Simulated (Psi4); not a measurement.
**SiSe (SMILES [Si][Se]): levels of theory compared**

Aim: a comparison of 3 runs (CAM-B3LYP/STO-3G, B3LYP/6-31G, B3LYP/6-31G*) of SiSe. 

The results are computed with Psi4 1.11.

5 further runs of the same task are left out: 1 that didn't finish, 4 set aside as unsound or not needed.

### 1 The structure to begin with

SiSe has 2 atoms, charge 0, and is taken as a singlet. As SMILES, `[Si][Se]`. Geometry: a GFN2-xTB relaxation, a rough one for these elements and not checked as a minimum.

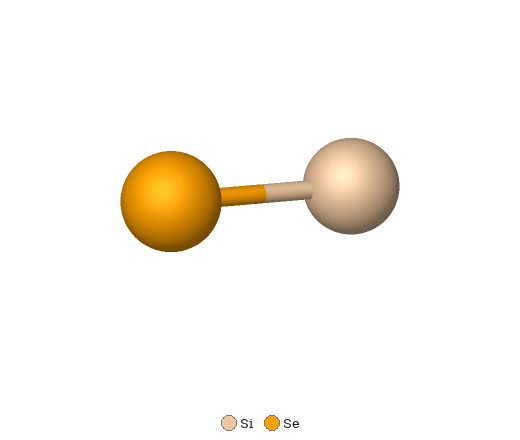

The structure, seen from a chosen angle (silicon light orange, selenium orange).

### 2 Energy and forces at CAM-B3LYP/STO-3G (run 1)

Contents of sesi.xyz:

```xyz
2
SeSi
Si     0.000000     0.000000     0.000000
Se     0.000000     0.000000     2.124530
```

Contents of run.py:

```python
import numpy as np
from ase.calculators.psi4 import Psi4
from ase.io import read

atoms = read('sesi.xyz')
calc = Psi4(atoms=atoms, method='cam-b3lyp', basis='STO-3G', memory='1600MB', num_threads=1, charge=0, multiplicity=1, label='sesi')
calc.psi4.set_options({'puream': True, 'e_convergence': 1e-09, 'd_convergence': 1e-08, 'scf_type': 'pk', 'dft_radial_points': 99, 'dft_spherical_points': 590})
atoms.calc = calc

forces = atoms.get_forces()
print(f'energy: {atoms.get_potential_energy():.6f} eV')
print('forces / eV A^-1')
print(np.round(forces, 5))
```

Started as:

```bash
$ python run.py
```

sesi.dat:

```text
[...]
  Running in c1 symmetry.
[...]
  Nuclear repulsion =  118.561918296715035
[...]
  Multiplicity = 1
[...]
  Nalpha       = 24
  Nbeta        = 24
[...]
    Number of basis functions: 27
[...]
   @RKS iter   1: -2660.67653790584791   -1.92213e+00   1.67706e-02 ADIIS/DIIS
[...]
   @RKS iter  10: -2661.02817042343122   -1.81899e-12   9.74156e-10 DIIS
[...]
    Orbital Energies [Eh]
    ---------------------
    Doubly Occupied:
       1A   -448.593000     2A    -65.378031     3A    -56.003888
       4A    -51.335282     5A    -51.333865     6A    -51.333865
       7A     -7.069410     8A     -5.128510     9A     -5.115200
      10A     -5.107369    11A     -5.107369    12A     -3.427344
      13A     -3.427344    14A     -3.423386    15A     -1.069659
      16A     -1.065525    17A     -1.065525    18A     -1.060976
      19A     -1.060975    20A     -0.637260    21A     -0.393783
      22A     -0.209700    23A     -0.198912    24A     -0.198912
[...]
  @RKS Final Energy: -2661.02817042343122
   => Energetics <=
    Nuclear Repulsion Energy =            118.5619182967150351
    One-Electron Energy =               -3963.2982873255127743
    Two-Electron Energy =                1268.3197236512764903
    DFT Exchange-Correlation Energy =     -84.6115250459103407
    Empirical Dispersion Energy =           0.0000000000000000
    VV10 Nonlocal Energy =                  0.0000000000000000
    Total Energy =                      -2661.0281704234312201
[...]
 Multipole Moments:
 ------------------------------------------------------------------------------------
     Multipole            Electronic (a.u.)      Nuclear  (a.u.)        Total (a.u.)
 ------------------------------------------------------------------------------------
 L = 1.  Multiply by 2.5417464519 to convert [e a0] to [Debye]
 Dipole X            :          0.0000000            0.0000000            0.0000000
 Dipole Y            :          0.0000000            0.0000000            0.0000000
 Dipole Z            :          5.1222961           -6.2370844           -1.1147884
 Magnitude           :                                                    1.1147884
[...]
  -Total Gradient:
     Atom            X                  Y                   Z
    ------   -----------------  -----------------  -----------------
       1        0.000000000000     0.000000000000    -0.059659062320
       2        0.000000000001     0.000000000000     0.059651891494
[...]
```

The script printed:

```text
energy: -72410.264767 eV
forces / eV A^-1
[[-0.      -0.       3.06779]
 [-0.      -0.      -3.06742]]
```

Wall time 4.5 s (1 thread of Intel Xeon Platinum 8488C (Sapphire Rapids), shared host); peak memory 0.3 GiB.

### 3 The energy at B3LYP/6-31G (run 2)

sesi.xyz is that of step 2.

Contents of sesi.py:

```python
import psi4

psi4.set_memory(1600000000)
psi4.set_num_threads(1)
psi4.core.set_output_file('sesi.out', False)

with open('sesi.xyz') as f:
    atoms = ''.join(f.readlines()[2:])
mol = psi4.geometry('0 1\n' + atoms + 'symmetry c1\nno_reorient\nno_com')

options = {'reference': 'rks', 'puream': True, 'e_convergence': 1e-09, 'd_convergence': 1e-08, 'scf_type': 'pk', 'dft_radial_points': 99, 'dft_spherical_points': 590}
psi4.set_options(options)

energy_value, wavefunction = psi4.energy('b3lyp/6-31G', molecule=mol, return_wfn=True)
psi4.oeprop(wavefunction, 'LOWDIN_CHARGES', 'MAYER_INDICES', 'MULLIKEN_CHARGES')
print('E =', round(energy_value, 9))
```

Started as:

```bash
$ python sesi.py
```

sesi.out:

```text
[...]
  Running in c1 symmetry.
[...]
  Nuclear repulsion =  118.561918296715035
[...]
  Multiplicity = 1
[...]
  Nalpha       = 24
  Nbeta        = 24
[...]
    Number of basis functions: 40
[...]
   @RKS iter   1: -2689.86799511298068   -1.86944e+00   5.18513e-02 ADIIS/DIIS
[...]
   @RKS iter  11: -2690.69971792649494   -5.45697e-12   6.89909e-10 DIIS
[...]
  @RKS Final Energy: -2690.69971792649494
   => Energetics <=
    Nuclear Repulsion Energy =            118.5619182967150351
    One-Electron Energy =               -3981.5265059677476529
    Two-Electron Energy =                1259.2371368561318832
    DFT Exchange-Correlation Energy =     -86.9722671115943342
    Empirical Dispersion Energy =           0.0000000000000000
    VV10 Nonlocal Energy =                  0.0000000000000000
    Total Energy =                      -2690.6997179264944862
[...]
 Multipole Moments:
 ------------------------------------------------------------------------------------
     Multipole            Electronic (a.u.)      Nuclear  (a.u.)        Total (a.u.)
 ------------------------------------------------------------------------------------
 L = 1.  Multiply by 2.5417464519 to convert [e a0] to [Debye]
 Dipole X            :         -0.0000000            0.0000000           -0.0000000
 Dipole Y            :         -0.0000000            0.0000000           -0.0000000
 Dipole Z            :       -137.1423589          136.5025147           -0.6398442
 Magnitude           :                                                    0.6398442
[...]
  Mulliken Charges: (a.u.)
   Center  Symbol    Alpha    Beta     Spin     Total
       1    SI     6.89403  6.89403  0.00000  0.21194
       2    SE    17.10597 17.10597  0.00000 -0.21194
   Total alpha = 24.00000, Total beta = 24.00000, Total charge = -0.00000
  Lowdin Charges: (a.u.)
   Center  Symbol    Alpha    Beta     Spin     Total
       1    SI     6.90955  6.90955  0.00000  0.18091
       2    SE    17.09045 17.09045  0.00000 -0.18091
  Total alpha = 24.00000, Total beta = 24.00000, Total charge = -0.00000
[...]
```

Standard output:

```text
E = -2690.699717926
```

It took 3.3 s on 1 thread of Intel Xeon Platinum 8488C (Sapphire Rapids), shared host; peak memory 0.32 GiB.

### 4 Energy and gradient at B3LYP/6-31G(d) (spherical functions) (run 3)

Contents of input.in:

```
memory 1600 MB

molecule m {
  Si     0.000000     0.000000     0.000000
  Se     0.000000     0.000000     2.124530
  units angstrom
  symmetry c1
  no_reorient
  no_com
}

set {
  basis                6-31G*
  puream               true
  e_convergence        1e-09
  d_convergence        1e-08
  scf_type             pk
  dft_radial_points    99
  dft_spherical_points 590
}

e, wfn = gradient("b3lyp", return_wfn=True)
oeprop(wfn, "DIPOLE", "LOWDIN_CHARGES", "WIBERG_LOWDIN_INDICES")
```

Started as:

```bash
$ psi4 input.in input.out -n 1
```

input.out:

```text
[...]
  Running in c1 symmetry.
[...]
  Nuclear repulsion =  118.561918296715035
[...]
  Multiplicity = 1
[...]
  Nalpha       = 24
  Nbeta        = 24
[...]
    Number of basis functions: 50
[...]
   @RKS iter   1: -2689.92728283085398   -1.91870e+00   4.26974e-02 DIIS/ADIIS
[...]
   @RKS iter  12: -2690.79383347505154   -1.36424e-12   7.76227e-10 DIIS
[...]
    Orbital Energies [Eh]
    ---------------------
    Doubly Occupied:
       1A   -453.854972     2A    -66.175873     3A    -58.084527
       4A    -52.139052     5A    -52.139052     6A    -52.138789
       7A     -7.826116     8A     -5.766012     9A     -5.765474
      10A     -5.765474    11A     -5.331381    12A     -3.690236
      13A     -3.690236    14A     -3.685205    15A     -2.099683
      16A     -2.098763    17A     -2.098763    18A     -2.098206
      19A     -2.098206    20A     -0.688653    21A     -0.443603
      22A     -0.279755    23A     -0.272940    24A     -0.272940
[...]
  @RKS Final Energy: -2690.79383347505154
   => Energetics <=
    Nuclear Repulsion Energy =            118.5619182967150351
    One-Electron Energy =               -3980.5430134702869509
    Two-Electron Energy =                1258.0847749400170414
    DFT Exchange-Correlation Energy =     -86.8975132414967817
    Empirical Dispersion Energy =           0.0000000000000000
    VV10 Nonlocal Energy =                  0.0000000000000000
    Total Energy =                      -2690.7938334750510876
[...]
  -Total Gradient:
     Atom            X                  Y                   Z
    ------   -----------------  -----------------  -----------------
       1        0.000000000000    -0.000000000000    -0.017680220569
       2       -0.000000000000    -0.000000000001     0.017679100447
[...]
 Multipole Moments:
 ------------------------------------------------------------------------------------
     Multipole            Electronic (a.u.)      Nuclear  (a.u.)        Total (a.u.)
 ------------------------------------------------------------------------------------
 L = 1.  Multiply by 2.5417464519 to convert [e a0] to [Debye]
 Dipole X            :          0.0000000            0.0000000            0.0000000
 Dipole Y            :          0.0000000            0.0000000            0.0000000
 Dipole Z            :       -137.1482257          136.5025147           -0.6457110
 Magnitude           :                                                    0.6457110
[...]
```

Run time: 5.7 s. Hardware: 1 thread of Intel Xeon Platinum 8488C (Sapphire Rapids), shared host; peak memory 0.35 GiB.

### 5 The series

```
run                               level      task                 properties   energy (Eh)  dipole moment (D)  HOMO energy (eV)  LUMO energy (eV)  wall time
  1                    CAM-B3LYP/STO-3G  gradient                          –  -2661.028170               2.83             -5.41              2.74      4.5 s
  2                         B3LYP/6-31G    energy  (lowdin, mayer, mulliken)  -2690.699718               1.63             -7.59             -2.87      3.3 s
  3  B3LYP/6-31G* (spherical functions)  gradient   (dipole, lowdin, wiberg)  -2690.793833               1.64             -7.43             -2.74      5.7 s
```

### 6 What came out

| quantity | value |
| --- | --- |
| run 3: total energy | -2690.79383 Eh |
| run 3: dipole moment | 1.64 D |
| run 3: HOMO energy | -7.43 eV |
| run 3: LUMO energy | -2.74 eV |
| run 3: HOMO–LUMO gap | 4.69 eV |
| run 3: largest force on an atom | 0.909 eV/Å |

In words: The dipole moment (its size) runs from 1.63 D (B3LYP/6-31G) to 2.83 D (CAM-B3LYP/STO-3G). The two ends differ in method and basis. The HOMO–LUMO gap runs from 4.69 eV (B3LYP/6-31G*) to 8.15 eV (CAM-B3LYP/STO-3G). Totals of different functionals can't be ranked against each other. In run 1 the basis is minimal, so the values are rough. All runs together took 14 s, the longest 5.7 s.
